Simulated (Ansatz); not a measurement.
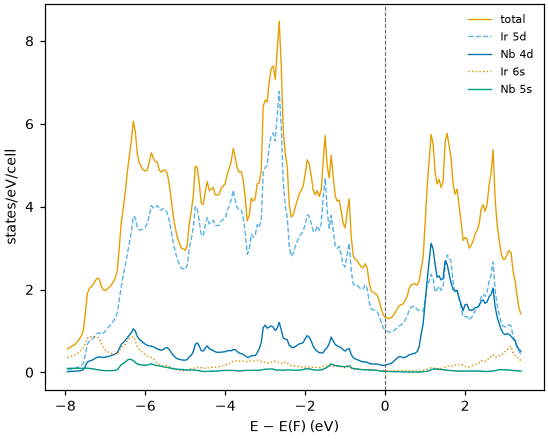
Total and projected density of states of NbIr$_{3}$ (Cu3Au type, space group No. 221), DFT-LDA in the program Ansatz with PAW potentials

Which orbitals carry the states next to the Fermi level?

Within 0.5 eV of the Fermi level: Ir 5d 76 %, Nb 4d 14 %. Projections are on Löwdin-orthogonalised atomic valence shells; empty p or d shells of many metals are not among them.

Where is the tallest occupied peak in this window, and what makes it?

Near -2.6 eV, about 8.5 states/eV per cell; the largest projected share is Ir 5d.

Space group Pm-3m (Cu3Au type). The first step of the workflow began from a Materials Project structure, measured or hypothetical; the Crystallography Open Database files this formula in space group No. 221, but the cells were not matched. Whether it is the stable phase at ambient conditions was not checked. The LDA relaxation kept the symmetry of its start; of distortions, only those at the zone centre were tested. No spin polarisation was allowed. Scalar-relativistic: spin–orbit coupling is off unless named, which matters more the heavier the elements.

Potentials: the later of the program's two PAW sets.
